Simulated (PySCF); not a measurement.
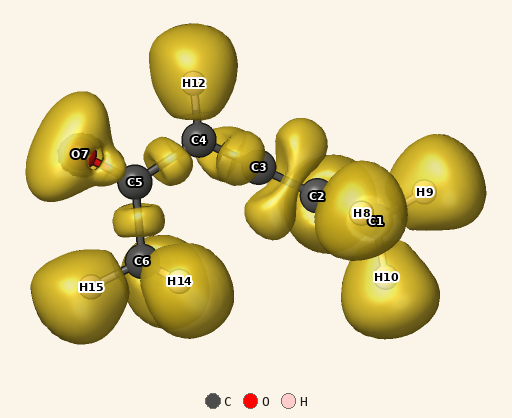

C6H8O (SMILES CC=C=CC(C)=O). Isosurface of the ELF at 0.75 (yellow), seen across its widest extent. Core shells and regions of very low density are left out.

Geometry: GFN2-xTB.

All numbers below come from PySCF 2.14.0, PBE0/pcSseg-1, SCF density, gas phase, non-relativistic.

```xyz
15

C     2.2270   -0.6142    1.0270
C     1.5774   -0.3235   -0.2927
C     0.6052    0.5136   -0.4648
C    -0.3945    1.3386   -0.6201
C    -1.8142    0.9466   -0.5166
C    -2.0703   -0.4974   -0.1601
O    -2.7044    1.7452   -0.6967
H     1.7591   -0.0430    1.8241
H     3.2853   -0.3596    0.9833
H     2.1448   -1.6766    1.2540
H     1.9797   -0.8585   -1.1445
H    -0.2223    2.3834   -0.8460
H    -1.5213   -1.1530   -0.8313
H    -1.7216   -0.6834    0.8539
H    -3.1344   -0.7102   -0.2187
```

Question: Where are the electrons localised?

Answer: The ELF exceeds this value in five regions between bonded C–C atoms (shared pairs), eight regions around hydrogen nuclei and one region on O in which the atom's valence shell and bonds are merged.

Values along the shortest contacts:
C–O (1.21 Å): the ELF peaks at about 0.85 between the atoms (a short, multiple covalent bond). C–C (1.29 Å): the ELF peaks at about 0.90 between the atoms; a multiple bond.
